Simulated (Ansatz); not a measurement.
Zr$_{3}$TiN$_{4}$

Input

```
crystal:
  lattice:
    - [3.2039331, 0.0, 0.0]
    - [0.0, 3.2039331, 0.0]
    - [0.0, 0.0, 9.0330583]
  atoms:
    - { symbol: Zr, position: [0.0, 0.0, 0.741633] }
    - { symbol: Zr, position: [0.0, 0.0, 0.258367] }
    - { symbol: Zr, position: [0.5, 0.5, 0.0] }
    - { symbol: Ti, position: [0.5, 0.5, 0.5] }
    - { symbol: "N", position: [0.0, 0.0, 0.5] }
    - { symbol: "N", position: [0.5, 0.5, 0.257252] }
    - { symbol: "N", position: [0.0, 0.0, 0.0] }
    - { symbol: "N", position: [0.5, 0.5, 0.742748] }
basis:
  ecutwfc: 420
kpoints:
  mp_grid: { grid: [12, 12, 4] }
hamiltonian:
  xc: pbe
scf:
  occupations: { method: gaussian, width: 0.1 }
output:
  forces: true
  stress: true
  eigenvalues: true
  write_density: true
  write_potential: true
  elf: true
  volumetric_format: npy
relax:
  adjacent_minimum: "off"
  f_tol: 0.01
  max_steps: 80
  cell: { stress_tol: 0.05 }
```

Run with:

```sh
ansatz run input.yaml --threads 4 --pin off --max-ram 8192MiB --backend cpu --events-out ev --progress --plain --runs-dir out
```

Below, planes, directions and counts refer to the conventional cell (a = 3.20 Å, b = 3.20 Å, c = 9.03 Å, α = 90.00°, β = 90.00°, γ = 90.00°).

Space group P4/mmm; a structure generated by program, which may or may not match a known phase; computed without spin polarisation.

Level of theory: Ansatz 0.2.0, DFT PBE, scalar-relativistic, plane waves, PAW.

> What can the converged valence pseudo-density and electron localisation function tell about the bonding?

Ti–N (2.19 Å): the density is about 0.43 e/Å³ at the midpoint; the ELF peaks at about 0.80 in the valence shell of N, 0.7 Å from its nucleus, and is about 0.15 at the midpoint; no shared electron pair shows on this line.
Zr–Zr (3.20 Å): ρ is about 0.18 e/Å³ halfway; the ELF is about 0.15 at the midpoint (no shared electron pair shows on this line).
Zr–N (2.32 Å): the density is about 0.42 e/Å³ at the midpoint; the ELF peaks at about 0.80 in the valence shell of N, 0.6 Å from its nucleus, and drops to about 0.15 between the two atoms: no localised pair shows between them.

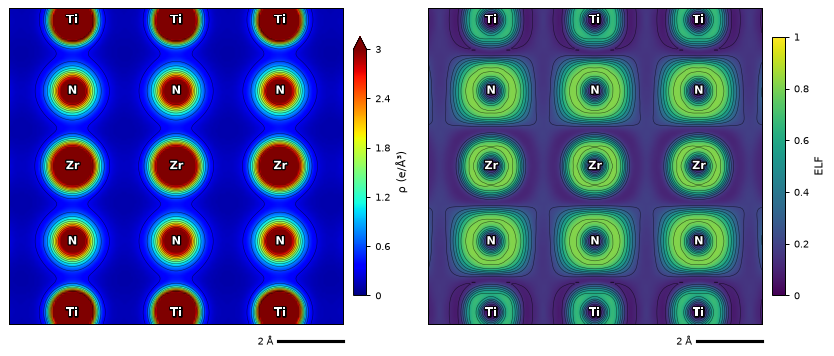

Computed valence pseudo-density and electron localisation function on the (100) plane of the conventional cell, in this order. 

The density is the valence pseudo-density of a PAW calculation; it isn't the true density close to the nuclei.
